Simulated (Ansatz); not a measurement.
**How far to go with shifted k-point meshes: AlInSb2 (Pmm2, 4 atoms in the cell)**

```
CELL_PARAMETERS angstrom
      4.49265     0.00000     0.00000
      0.00000     4.49265     0.00000
      0.00000     0.00000     6.32977
ATOMIC_POSITIONS crystal
  Al 0.00000 0.00000 0.00790
  In 0.50000 0.50000 0.50000
  Sb 0.00000 0.50000 0.23337
  Sb 0.50000 0.00000 0.76663
```

Method of the run: LDA (PW92), default PAW files made with PBE (plane waves; Ansatz, a program for electronic structure).

Base settings: basis.ecutwfc = 420 eV; kpoints.mp_grid.grid = 6 6 4; hamiltonian.xc = lda; hamiltonian.pseudopotentials = {kind: paw} (the program's default PAW files); scf.occupations.method = fermi_dirac; scf.occupations.width = 0.01 eV.

In this ladder: kpoints.mp_grid.shift = 0.5 0.5 0.5.

Shifted meshes do not hold Γ, so a gap read on them misses any band edge there.

Only quantities that move along the ladder and can be compared are tabulated.

The count of work is k-points × plane waves × bands × iterations; it is no time. Core times come from one kind of shared machine, to one figure; runs under 30 s give none.

The starting cell comes from a database of computed structures (which also holds hypothetical and non-ambient phases and stackings), without a prior relaxation at this level. Its lattice was rescaled by up to half a per cent. One atom was moved a little off its site on purpose. Spin-orbit coupling is off. Ansatz's pressure includes its estimate of the finite-basis (Pulay) stress.

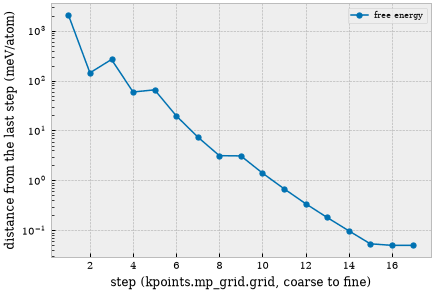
Figure: Distance from the last step along the ladder; very small values are drawn at a floor.

| kpoints.mp_grid.grid | free energy less the last step's (meV/atom) | pressure (GPa) | largest difference of a force vector from the last step's (eV/Å) | gap on the mesh (eV) | count of work / last | core time / last (rough) |
|---|---|---|---|---|---|---|
| 1 1 1 | -2066.71 | -13.30 | 0.172 | 6.261 | 0.0026 | – |
| 2 2 1 | -142.64 | -2.36 | 0.224 | 2.821 | 0.0026 | – |
| 2 2 2 | -264.78 | -3.11 | 0.299 | 3.301 | 0.0026 | – |
| 3 3 2 | -59.00 | -1.92 | 0.075 | 2.168 | 0.010 | – |
| 3 3 3 | -65.20 | -1.94 | 0.075 | 1.914 | 0.018 | – |
| 4 4 3 | -19.70 | -1.70 | 0.024 | 1.657 | 0.021 | – |
| 5 5 4 | -7.41 | -1.64 | 0.005 | 1.365 | 0.047 | – |
| 6 6 4 | -3.13 | -1.62 | 0.001 | 1.309 | 0.047 | – |
| 6 6 5 | -3.10 | -1.62 | 0.001 | 1.302 | 0.070 | – |
| 7 7 5 | -1.40 | -1.62 | 0.001 | 1.058 | 0.12 | – |
| 8 8 6 | -0.68 | -1.62 | 0.001 | 1.110 | 0.12 | – |
| 9 9 6 | -0.34 | -1.62 | 0.001 | 1.068 | 0.20 | – |
| 10 10 7 | -0.18 | -1.62 | 0.001 | 0.916 | 0.26 | 0.3 |
| 11 11 8 | -0.10 | -1.62 | 0.000 | 0.921 | 0.38 | 0.4 |
| 12 12 8 | -0.05 | -1.62 | 0.000 | 0.886 | 0.38 | 0.4 |
| 13 13 9 | -0.03 | -1.62 | 0.000 | 0.749 | 0.64 | 0.6 |
| 14 14 10 | -0.01 | -1.62 | 0.000 | 0.805 | 0.64 | 0.6 |
| 16 16 11 | 0.00 | -1.62 | 0.000 | 0.709 | 1.0 | 1 |

Coarsest kpoints.mp_grid.grid that holds the forces within 0.01 eV/Å of the last step, with all finer ones: 5 5 4, at 0.047 of the last step's count of work; the step before is off by 0.024 eV/Å.

Coarsest kpoints.mp_grid.grid that holds the free energy within 5 meV/atom of the last step, with all finer ones: 6 6 4, at 0.047 of the last step's count of work; the step before is off by 7.4 meV/atom.

Two neighbours can agree and both be off: 6 6 4 and 6 6 5 differ by 0.03 meV/atom in the free energy, yet lie about 3.1 meV/atom from the last step.

The gap on the mesh jumps up and down from mesh to mesh; it is no smooth measure of convergence.

Keys are those of Ansatz 0.2.
